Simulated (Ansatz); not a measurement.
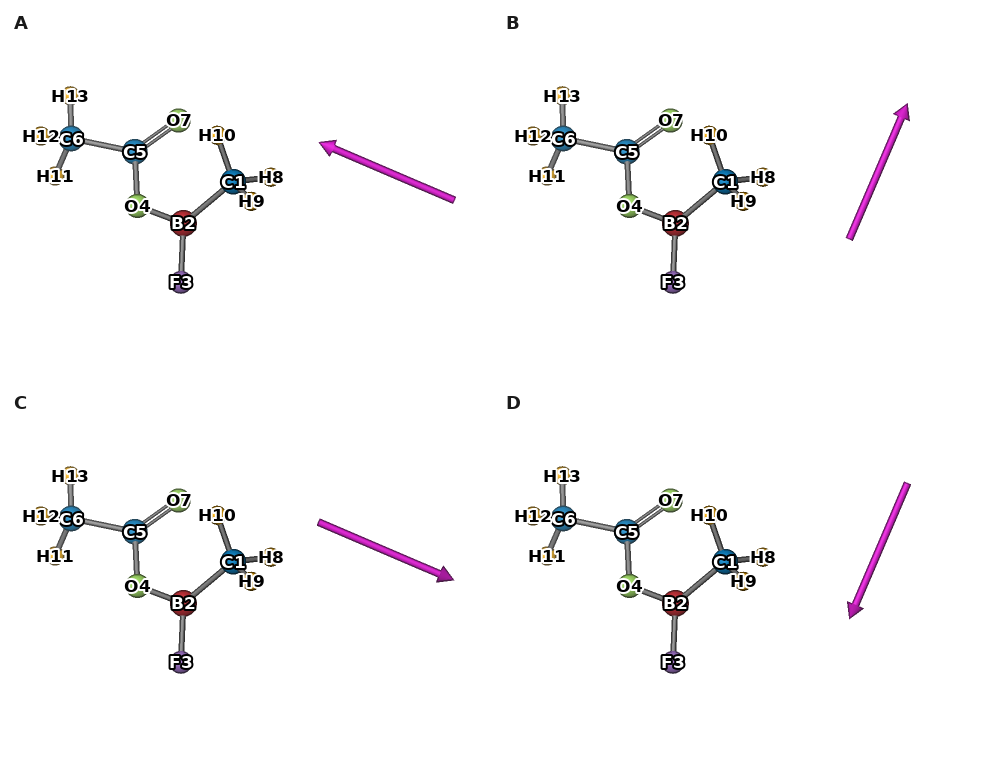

The same molecule four times, each with an arrow. Computed geometry: PBE0-D4/def2-TZVP optimisation. No frequency run is at hand to confirm it as a minimum. Level of theory: RKS PBE0-D4/def2-TZVP (Ansatz 0.2.0).

Which arrow points along the dipole moment, from the negative to the positive end?

A. The dipole moment is 1.69 D; it points from the side of H8 to the side of H12 (the outermost atoms at the two ends).
